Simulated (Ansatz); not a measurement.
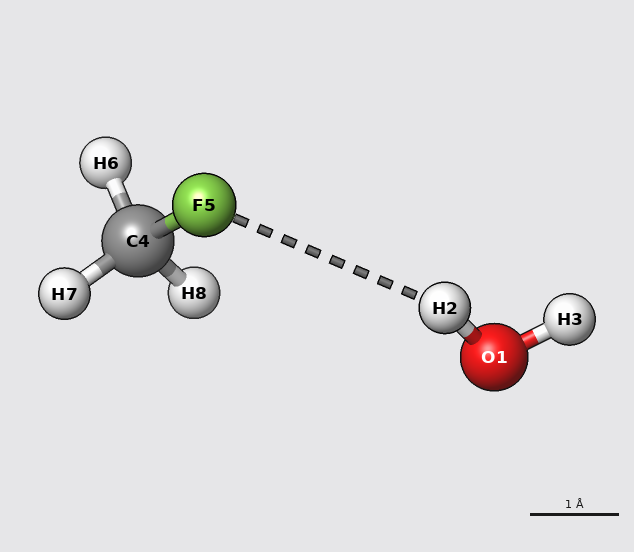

Two molecules or ions; the broken line marks their closest contact (measured against van der Waals radii). Geometry: a pair of rigid molecules at a changed separation. Program: Ansatz 0.2.0.

Q: Which two species are they?

A: H2O and CH3F (`CF.O`).

Q: How long is the contact?

A: H2···F5 is 2.98 Å.

Give the counterpoise-corrected interaction energy (kcal/mol, monomers kept as in the pair) with RHF-CCSD(T) (frozen core)/def2-TZVPPD; PBE0-D4/def2-TZVPPD; PBE-D4/def2-TZVPPD.

```json
{"level": "RHF-CCSD(T) (frozen core)/def2-TZVPPD", "interaction energy (kcal/mol)": "−1.7"}
{"level": "PBE0-D4/def2-TZVPPD", "interaction energy (kcal/mol)": "−1.8"}
{"level": "PBE-D4/def2-TZVPPD", "interaction energy (kcal/mol)": "−1.8"}
```
